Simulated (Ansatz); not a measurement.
# What a change does: single-point calculation on C₂H₅ClGeO

System: C₂H₅ClGeO.
Method of the first run: RKS SPW92 (LDA)/def2-TZVPP (Ansatz 0.2.0).

The geometry comes from this level: PBE0-D4/def2-TZVP. Text and figures count atoms from 1; the logs count them from 0 in places.

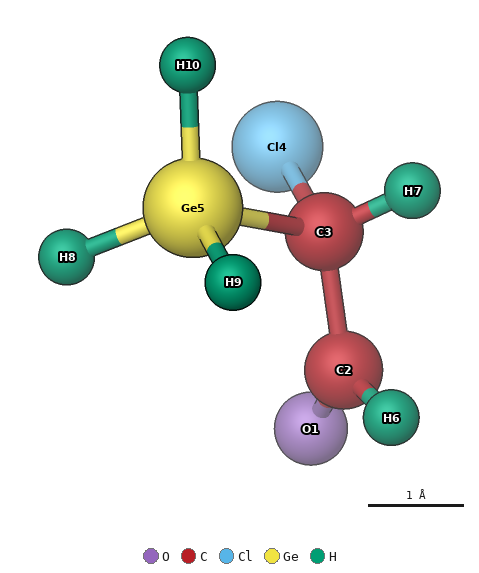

Figure 1. The structure as given in the input (ball-and-stick view, seen at a tilt; atoms are numbered from 1 in the order of the input). Sticks mark near contacts.

## The input, the first run
```yaml
crystal:
  periodic: [false, false, false]
  atoms:
    - {symbol: O, position_ang: [-1.554144, 0.878525, 1.711546]}
    - {symbol: C, position_ang: [-0.447402, 0.750155, 1.274992]}
    - {symbol: C, position_ang: [0.106851, -0.465453, 0.613266]}
    - {symbol: Cl, position_ang: [-0.890303, -1.905668, 0.825136]}
    - {symbol: Ge, position_ang: [0.326430, -0.115803, -1.341001]}
    - {symbol: H, position_ang: [0.288219, 1.585540, 1.302020]}
    - {symbol: H, position_ang: [1.105627, -0.663436, 1.011692]}
    - {symbol: H, position_ang: [-1.070501, 0.078626, -1.934669]}
    - {symbol: H, position_ang: [1.185995, 1.145443, -1.527844]}
    - {symbol: H, position_ang: [1.032231, -1.339130, -1.932039]}
basis:
  gaussian: {orbitals: def2-TZVPP}
hamiltonian: {xc: lda}
output: {orbitals: {seedname: orbitals}}
```

Launched with:
```bash
ansatz run in.yaml --threads 4 --pin off --events-out ev --progress --plain --max-ram 10444MiB
```

Hardware: 4 threads of Arm Neoverse V2, 23 GiB of memory available, shared host.

## Output (the first run)
```
Functional definition: SPW92
  exchange = slater_x
  correlation = pw_c
1458 factors; their error is unknown
mean field evaluation 1: about -73074.3852 eV, gradient 7.0e1 eV
mean field evaluation 2: about -73006.3719 eV, gradient 1.7e2 eV
mean field evaluation 4: about -73082.8391 eV, gradient 2.2e1 eV
mean field evaluation 8: about -73083.7723 eV, gradient 2.9e-1 eV
mean field evaluation 16: about -73083.7367 eV, gradient 4.7e-4 eV
mean field -73083.73668228 eV, -2685.7777851378 hartree, gradient 3.2e-5 eV, S^2 0.000000; 0 other end points of the search recorded, 0 dependent functions left out
reference -73083.73672156 eV, -2685.7777865815 hartree; 37, 37 occupied and 216, 216 virtual orbitals, 1458 factors
Total energy: -73083.73672156 eV, -2685.7777865815 hartree
```

For the second run the input was changed thus:
```diff
-hamiltonian: {xc: lda}
+hamiltonian: {xc: {name: wB97X-V}}
```

What does this change do to the results?

The total energies belong to different methods, so their difference says nothing on which is more stable or more accurate. The HOMO goes from −6.33 to −10.18 eV. The LUMO goes from −2.51 to 1.17 eV.

## Output (the second run)
```
Functional definition: wB97X-V
  parameter omega = 0.3/bohr
  parameter cx = 0.167
  parameter cx1 = 0.603
  parameter cx2 = 1.194
  parameter css0 = 0.556
  parameter css1 = -0.257
  parameter cos0 = 1.219
  parameter cos1 = -1.850
  parameter b = 6.0
  parameter c = 0.01
  exchange = spin_sum(e_x_unif_sr(omega)*poly(b97_u_x, 1 - cx, cx1, cx2)) + cx*exact_x_sr(omega) + exact_x_lr(omega)
  correlation = spin_sum(e_c_pw_same_spin*poly(b97_u_same, css0, css1))
      + integral(e_c_pw_opposite_spin*poly(b97_u_opposite, cos0, cos1)) + vv10(b, c)
1505 factors; their error is unknown
311 factors; integrals over basis functions are off by at most 1.0e-5 eV
mean field evaluation 1: about -73232.5090 eV, gradient 4.6e1 eV
mean field evaluation 2: about -73231.1837 eV, gradient 5.8e1 eV
mean field evaluation 4: about -73236.3126 eV, gradient 3.2e0 eV
mean field evaluation 8: about -73236.3383 eV, gradient 9.5e-2 eV
mean field evaluation 16: about -73236.5293 eV, gradient 4.0e-4 eV
mean field -73236.52928232 eV, -2691.3928096229 hartree, gradient 6.2e-5 eV, S^2 0.000000; 0 other end points of the search recorded, 0 dependent functions left out
reference -73236.52928040 eV, -2691.3928095523 hartree; 37, 37 occupied and 216, 216 virtual orbitals, 1505 factors
Total energy: -73236.52928040 eV, -2691.3928095523 hartree
```

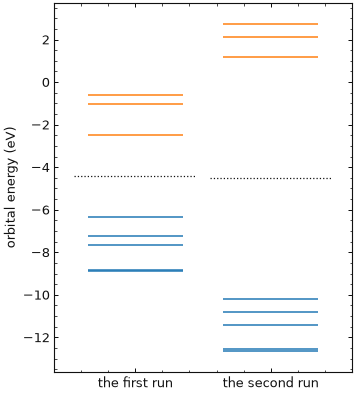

Figure 2. The five highest filled and three lowest empty orbital energies of the two runs; the dotted lines part filled from empty levels. The HOMO–LUMO gap is 3.83 eV in the first run and 11.35 eV in the second run.

## The two runs side by side

| quantity | the first run | the second run |
| --- | --- | --- |
| outcome | converged | converged |
| total energy (hartree) | −2685.777787 | −2691.392810 |
| HOMO (eV) | −6.33 | −10.18 |
| LUMO (eV) | −2.51 | 1.17 |
| basis functions | 253 | 253 |
| wall time (shared host) | 1.6 s | 11 s |
